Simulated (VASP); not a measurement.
# Lattice of Aluminum across functionals and dispersion corrections, part 3 of 3

Which functional gives the lattice of Aluminum as experiment finds it, and is a dearer one worth its cost? The start is a cell from a database of measured crystal structures.

VASP 6.6.1, plane waves and PAW; the level of theory is named at each step.

Still holding for the runs below: This run has no spin polarisation. Its electron count is odd, so without a moment it is a metal by construction. The k-mesh is coarse for a metal.

So far, final volume (Å³): step 2 (relaxation, level LDA) 16.0; step 5 (relaxation, level r2SCAN) 15.9; step 6 (relaxation, level PBE + D3(BJ), PBE with D3(BJ)) 15.9; step 7 (relaxation, level r2SCAN + rVV10, r2SCAN with rVV10) 15.8; step 8 (relaxation, level vdW-DF-cx) 16.4.

## 9. Relaxation with RPBE

This step: RPBE; plane waves and PAW (Al) (VASP 6.6.1).

RPBE by itself binds more weakly than PBE and expands cells.

Input file INCAR:

```
SYSTEM = Al
PREC = Accurate
ENCUT = 520
EDIFF = 1E-06
NELM = 100
ISMEAR = -1
SIGMA = 0.05
LREAL = .FALSE.
ALGO = Normal
GGA = RP
NBANDS = 7
LORBIT = 11
LWAVE = .FALSE.
LCHARG = .FALSE.
KPAR = 2
IBRION = 2
NSW = 60
ISIF = 3
EDIFFG = -0.01
```

Input file POSCAR:

```
Al
1.0
    0.0000000000      2.0248050000      2.0248050000
    2.0248050000      0.0000000000      2.0248050000
    2.0248050000      2.0248050000      0.0000000000
Al
1
Direct
    0.0000000000      0.0000000000      0.0000000000
```

Input file KPOINTS:

```
Automatic mesh
0
Gamma
9 9 9
0 0 0
```

The projector-augmented-wave data sets are Al (PBE family, release 64).

The run is started by

```sh
> mpirun -np 2 vasp_std
```

Output:

```text
[... set-up lines as in an earlier step ...]
 entering main loop
       N       E                     dE             d eps       ncg     rms          rms(c)
DAV:   1    -0.190549598877E+01   -0.19055E+01   -0.91230E+02   497   0.240E+02
DAV:   2    -0.348957244859E+01   -0.15841E+01   -0.15450E+01   658   0.215E+01
DAV:   3    -0.350055200904E+01   -0.10980E-01   -0.10977E-01   644   0.204E+00
DAV:   4    -0.350059126279E+01   -0.39254E-04   -0.39253E-04   749   0.114E-01
[...]
DAV:   8    -0.347985819124E+01    0.13777E-04   -0.15078E-05   777   0.319E-02    0.470E-02
DAV:   9    -0.347985449511E+01    0.36961E-05   -0.17382E-06   665   0.808E-03    0.670E-04
DAV:  10    -0.347985422888E+01    0.26623E-06   -0.73192E-09   462   0.741E-04
   1 F= -.34798542E+01 E0= -.34771640E+01  d E =-.347985E+01
[...]
N       E                     dE             d eps       ncg     rms          rms(c)
DAV:   1    -0.348066090539E+01   -0.80641E-03   -0.12085E-02   588   0.493E-01    0.110E-01
DAV:   2    -0.348061587220E+01    0.45033E-04   -0.82824E-05   651   0.724E-02    0.347E-02
DAV:   3    -0.348058430022E+01    0.31572E-04   -0.57508E-06   623   0.128E-02    0.132E-02
DAV:   4    -0.348057876820E+01    0.55320E-05   -0.16183E-06   623   0.652E-03    0.845E-03
DAV:   5    -0.348057883000E+01   -0.61796E-07   -0.13727E-08   273   0.907E-04
   2 F= -.34805788E+01 E0= -.34780019E+01  d E =-.724601E-03
 trial-energy change:   -0.000725  1 .order   -0.000738   -0.001803    0.000326
 step:   0.8416(harm=  0.8467)  dis= 0.00000  next Energy=    -3.480605 (dE=-0.751E-03)
[...]
N       E                     dE             d eps       ncg     rms          rms(c)
DAV:   1    -0.348060603287E+01   -0.27265E-04   -0.30654E-04   609   0.786E-02    0.176E-02
DAV:   2    -0.348060536203E+01    0.67084E-06   -0.20530E-06   616   0.115E-02
   3 F= -.34806054E+01 E0= -.34780136E+01  d E =-.751133E-03
[...]
reached required accuracy - stopping structural energy minimisation
```

The job ended after 7.8 s (2 MPI ranks of Intel Xeon Platinum 8375C at 2.90GHz (Ice Lake), shared host; peak memory 0.23 GiB; 14 s of CPU time).

From OUTCAR (step 9):

```text
  Total       -0.0010071     -0.0010071     -0.0010071      0.0000000     -0.0000000      0.0000000
  in kB       -0.0958756     -0.0958756     -0.0958756      0.0000000     -0.0000000      0.0000000
  external PRESSURE =      -0.0958756 kB  Pullay stress =       0.0000000 kB

 POSITION                                       TOTAL-FORCE (eV/Angst)
 -----------------------------------------------------------------------------------
      0.00000      0.00000      0.00000        -0.000000     -0.000000      0.000000
 -----------------------------------------------------------------------------------
    total drift:                                0.000000      0.000000      0.000000

  FREE ENERGIE OF THE ION-ELECTRON SYSTEM (eV)
  ---------------------------------------------------
  free  energy   TOTEN  =        -3.4806053620 eV

  energy  without entropy=       -3.4754217589  energy(sigma->0) =       -3.47801356

[... 2 parts as in an earlier step ...]

[... 2 further parts left out ...]
[key lines of the parts left out:]
E-fermi :   7.8631
```

It ends at 16.83 Å³/atom, +1.4 % from the start, with -0.01 GPa left. The conventional cell has a = 4.068 Å.

## 10. The cells as a table

This step: relaxed cells at several levels; plane waves and PAW (VASP 6.6.1).

No new run; the numbers come from the runs before.

Lengths are those of the conventional cell; cost is the wall time of each run, as given at its step, times its ranks, without the set-up around it. Results by level, by row:

```
         level  volume (Å³/atom)  change from the start (%)  a (Å)  cost (core minutes)
           LDA             15.97                       -3.8  3.998                0.213
        PBEsol             16.26                         -2  4.022                 0.24
           PBE             16.55                       -0.3  4.045                0.207
        r2SCAN             15.88                       -4.3   3.99                 1.07
  PBE + D3(BJ)             15.86                       -4.5  3.988                0.273
r2SCAN + rVV10             15.83                       -4.6  3.986                  3.1
     vdW-DF-cx             16.43                       -1.1  4.035                 1.83
          RPBE             16.83                        1.4  4.068                 0.26
```

## 11. Summary of results

| Quantity | Value |
| --- | --- |
| volume, LDA | 15.97 Å³/atom |
| volume, PBEsol | 16.26 Å³/atom |
| volume, PBE | 16.55 Å³/atom |
| volume, r2SCAN | 15.88 Å³/atom |
| volume, PBE + D3(BJ) | 15.86 Å³/atom |
| volume, r2SCAN + rVV10 | 15.83 Å³/atom |
| volume, vdW-DF-cx | 16.43 Å³/atom |
| volume, RPBE | 16.83 Å³/atom |

What this shows: For Aluminum the levels give volumes between 15.83 Å³/atom (r2SCAN + rVV10) and 16.83 Å³/atom (RPBE), a spread of 6.3 %, while the cost of the finished runs spans a factor of 15. Within 1 % of experiment on every length: PBEsol, PBE, vdW-DF-cx and RPBE. The nearest, PBE, is among the cheap ones. Thermal and zero-point expansion, often some tenths of a per cent in length, bear on this order: with the measured lengths lowered by an assumed 0.4 % the nearest becomes vdW-DF-cx. The costs hold the number of ionic steps as well as the price of the functional. The closing table has room for seven levels; RPBE stands in the table of levels alone. Adding D3(BJ) to PBE changes the volume by -4.2 % (a by -1.4 %). Adding rVV10 to r2SCAN changes the volume by -0.3 % (a by -0.1 %). Pairwise corrections of the D and TS kind ignore the screening in a metal, so they may overbind here. Within 0.02 Å all end in space group Fm-3m; the runs can't lower the symmetry of the start. The k-sampling is coarse for a metal, so the Fermi level, pressures and the shape of the cell carry errors. Each is a single relaxation on the plane waves of the start cell, so larger changes of volume carry a basis-set error that was not tested here.

Calculation against experiment:

```
              quantity  measured             LDA          PBEsol             PBE          r2SCAN    PBE + D3(BJ)  r2SCAN + rVV10       vdW-DF-cx
lattice constant a (Å)   4.04958  3.998 (-1.3 %)  4.022 (-0.7 %)  4.045 (-0.1 %)  3.990 (-1.5 %)  3.988 (-1.5 %)  3.986 (-1.6 %)  4.035 (-0.4 %)
```

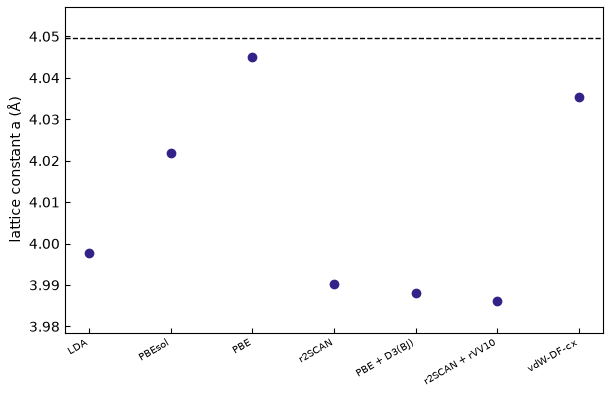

The lattice constant a by level; the dashed line is the measured value.

Measured values from pmc:8482755 (2021).

**Verdict.** For the lattice constant a, of the levels listed nearest comes PBE (-0.1 %, good agreement) and farthest r2SCAN + rVV10 (-1.6 %, a clear miss). The grades are ours: good and fair within 0.7 and 1.5 % for the lattice constant a. Zero-point motion and thermal expansion are not in the computed lattice constants.

[Lines on the potential files, build, host, timing and source positions are cut from VASP's logs without a mark.]

[Logs are printed without paths, hosts, clocks, repeated set-up lines and the standing remarks that a program may print on its own settings, such as how far it seeks lower states.]

[Hosts, paths, dates, database ids (printed as entryN), source tags and the programs' standing remarks are cut or masked in the printed files.]

[Measured values are set beside computed ones only where the two were judged alike; some that the calculation misses by far are left out.]
